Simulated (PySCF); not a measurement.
The calculation's input:

```
{"job": {"kind": "epr", "basis": "pcH-1"}, "charge": 0, "multiplicity": 2}
C     -0.032012    -2.035097    -0.175938
B      0.182545    -0.510204     0.160401
C     -1.043200     0.424165     0.573482
B     -1.730425     0.935736    -0.735124
F     -2.767671     0.344769    -1.300315
F     -1.283393     1.973059    -1.426193
C      1.586635     0.106565     0.025215
C      2.083955     1.253882     0.850065
C      1.736725     1.733688    -0.270963
H     -1.009761    -2.416509     0.104011
H      0.072809    -2.185394    -1.251083
H      0.722832    -2.668868     0.285834
H     -1.761055    -0.134497     1.170260
H     -0.678113     1.273049     1.150113
H      2.382948    -0.493311    -0.415480
H      1.529583     2.407909    -1.061403
```

Launched as:

```sh
OMP_NUM_THREADS=1 python probes_run.py task.json out
```

Geometry: GFN2-xTB.

Level of theory: UKS B3LYP, pcH-1 on B C F H, non-relativistic, mean-field spin-orbit, GIAO in PySCF 2.14.0, density-fitted response routines.

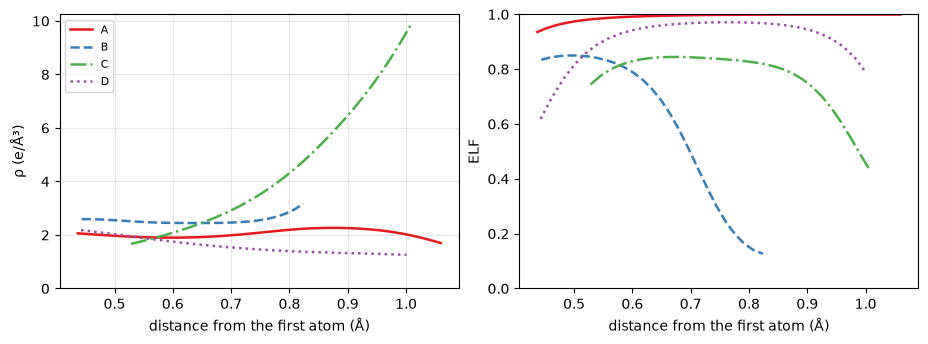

C5H7B2F2 (doublet). Total electron density and electron localisation function along straight lines between neighbouring atoms. The curves leave out the atomic cores.

**Which curve belongs to which contact (B–F, C–B, C–C and C–H)? The first atom named is at distance zero.**

Curve A: C–H (1.06 Å): ρ at the midpoint is about 1.9 e/Å³; the ELF is about 1 at the midpoint: a covalent bond by its length. Curve B: C–C (1.27 Å): ρ is about 2.4 e/Å³ halfway; the ELF peaks at about 0.85 between the atoms; a multiple bond. Curve C: B–F (1.32 Å): ρ is about 2.5 e/Å³ halfway; the ELF peaks at about 0.85 between the atoms (a polar covalent bond). Curve D: C–B (1.54 Å): ρ at the midpoint is about 1.4 e/Å³; the ELF peaks at about 1 between the atoms: localised, covalent bonding.
